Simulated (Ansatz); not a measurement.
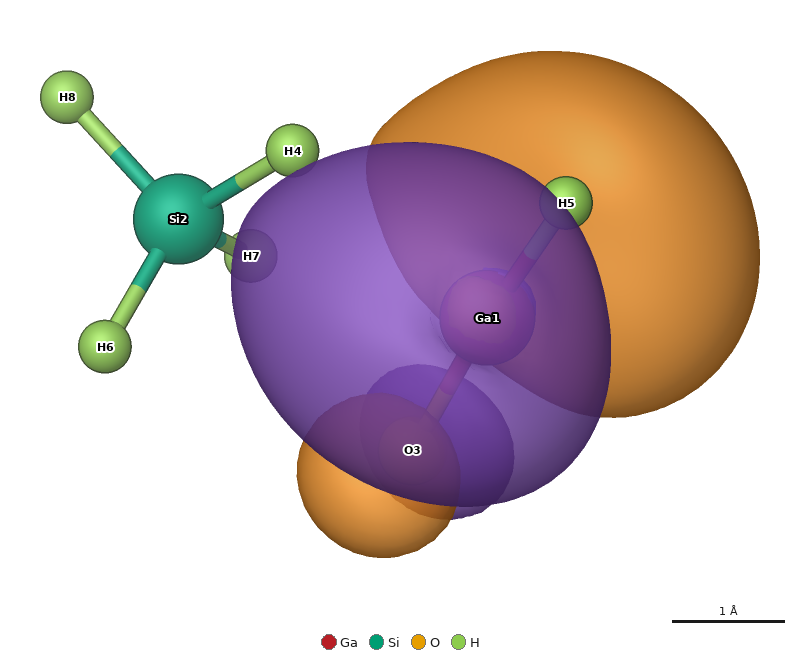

Figure 1: GaHO···SiH$_{4}$. The LUMO at ±0.08 Å⁻³ᐟ² (orange and purple are the two phases), seen at a tilt.

The product side of a reaction path; geometry: PBE0-D4/def2-TZVP.

Computed with Ansatz 0.2.0, RKS PBE0-D4/def2-TZVPP.

The calculation's input:

```
crystal:
  periodic: [false, false, false]
  atoms:
    - {symbol: Ga, position_ang: [-1.815243, 0.859214, -0.249278]}
    - {symbol: Si, position_ang: [1.095294, -0.527540, 0.134564]}
    - {symbol: O, position_ang: [-1.380795, -0.130613, -1.493389]}
    - {symbol: H, position_ang: [0.201563, 0.427657, 0.887565]}
    - {symbol: H, position_ang: [-2.316228, 1.794475, 0.845775]}
    - {symbol: H, position_ang: [1.495455, 0.080685, -1.149320]}
    - {symbol: H, position_ang: [0.424815, -1.836988, 0.014707]}
    - {symbol: H, position_ang: [2.295239, -0.666890, 1.009376]}
basis:
  gaussian: {orbitals: def2-TZVPP}
hamiltonian: {xc: pbe0, dispersion: d4}
output: {orbitals: {seedname: orbitals}}
```

Launched as:

```sh
ansatz run in.yaml --threads 4 --pin off --events-out ev --progress --plain --max-ram 9574MiB
```

### Where does this orbital lie, and at what energy?

Its weight (Hirshfeld) is mainly on Ga1 (about 75 %), O3 (about 10 %) and H5 (about 10 %). Its energy is −1.22 eV.
